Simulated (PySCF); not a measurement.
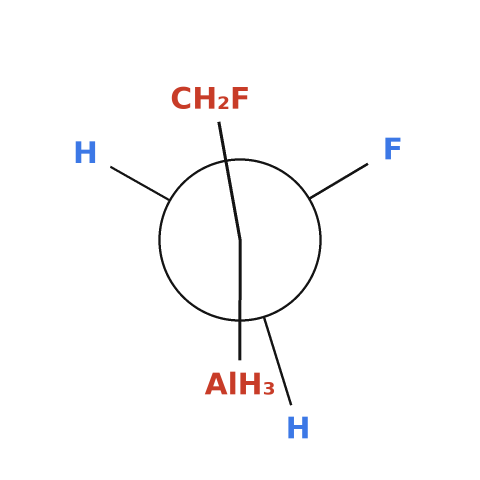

A Newman projection along the O–C bond, oxygen in front; angles are drawn as computed, but eclipsed bonds slightly apart. Computed geometry: PBE0-D3(BJ)/def2-SVP optimisation. No frequency run is at hand to confirm it as a minimum.

Which molecule is it?

C2H7AlF2O, FC[O+]([AlH3-])CF

What is the torsion angle from the front AlH3 to the back F? The sign is positive where the front bond must turn clockwise to cover the back bond.

−121°, anticlinal.
